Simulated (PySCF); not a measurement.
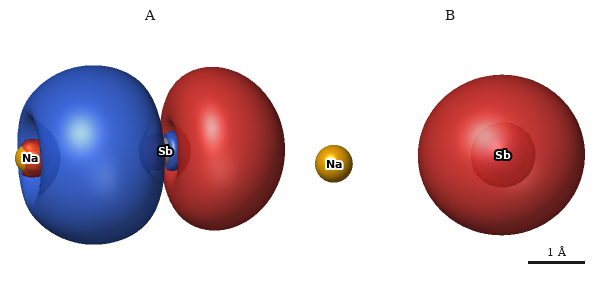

Figure 1: NaSb (charge −1, quartet). Two frontier β-spin orbitals, each drawn at the value that holds 80 % of its norm (red and blue are the two phases), in no order; of a degenerate pair one member is drawn.

Core potentials replace the inner electrons of Sb.

Level of theory: PBE0/def2-SVPD, non-relativistic Hamiltonian with scalar-relativistic core potentials where named, at a bond length of 3.144 Å in PySCF.

### Label each orbital by symmetry, say whether it is occupied, and order them by energy.

Orbital B: σ, occupied in this spin, −7.99 eV; almost wholly on Sb.
Orbital A: σ, occupied in this spin, −0.61 eV; mainly on Sb (80 %).
